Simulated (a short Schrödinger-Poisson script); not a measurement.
System: symmetric double-gate stack, Si3N4 on p-type Ge(111), at 300 K.

| layer | material | thickness (nm) | Na (cm⁻³) |
|---|---|---|---|
| 1 | Si3N4 | 1.9 | - |
| 2 | Ge | 14 | 1e16 |
| 3 | Si3N4 | 1.9 | - |

Constants are typed, rounded textbook-type inputs, not results; the design itself was drawn at random and stands for no fabricated device. Si3N4: permittivity 7.5, conduction-band edge (eV) 1.9, gap (eV) 5.1, electron mass (mₑ) 0.5. Ge: permittivity 16, conduction-band edge (eV) 0, gap (eV) 0.664, Nv at 300 K (cm⁻³) 6e18.

Channel valleys (confinement mass, in-plane density-of-states mass, number): L1 1.59, 0.08, 1; L3 0.09, 0.34, 3. At the gates, both at one voltage, the conduction-band edge of layer 1 lies 1.92 eV − eVg above the Fermi level of the channel. Gaps are held at their typed values at every temperature. Mesh 0.03 nm at interfaces.

Solved with a short Schrödinger-Poisson script written for these runs: 1D Poisson equation in equilibrium, electrons quantum, Hartree (BenDaniel-Duke, 12 states a valley, the channel's in-plane mass for all, wave functions ending at the dielectric), parabolic valleys, classical holes, full ionisation, no traps, pinning or gate leakage.

Only gate voltages with over 1e8 electrons/cm² are shown.

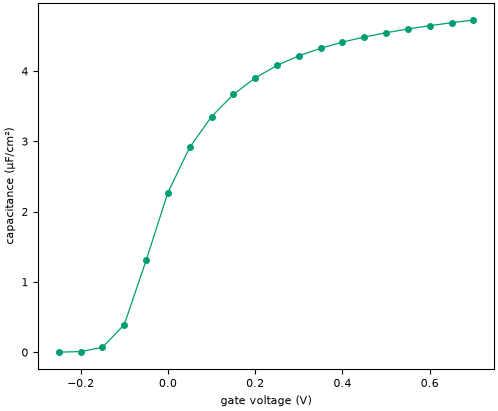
Figure: Quasi-static capacitance against gate voltage

```tsv
Vg (V)	electrons (cm⁻²)	C (μF/cm²)	L1 E0 (meV)	L1 E1 (meV)	L3 E0 (meV)	L3 E1 (meV)
-0.25	2.38e8	< 0.003	271.8	275.4	291.9	355.8
-0.15	1.12e10	0.0693	172.3	175.8	192.4	256.2
-0.05	3.20e11	1.31	85.6	87.9	106.0	168.5
0.05	1.70e12	2.92	37.6	37.7	64.2	121.9
0.15	3.78e12	3.67	5.4	5.4	46.0	98.2
0.25	6.20e12	4.08	-20.2	-20.2	35.4	83.0
0.35	8.83e12	4.32	-42.5	-42.5	28.1	71.8
0.45	1.16e13	4.48	-62.9	-62.9	22.4	62.6
0.55	1.44e13	4.60	-82.2	-82.2	17.6	54.8
0.65	1.73e13	4.69	-100.7	-100.7	13.4	47.8
```

Subbands count from the Fermi level. The capacitance is that of both gates.

Only the L valleys are kept; under strong confinement the Δ valleys of Ge fill too.
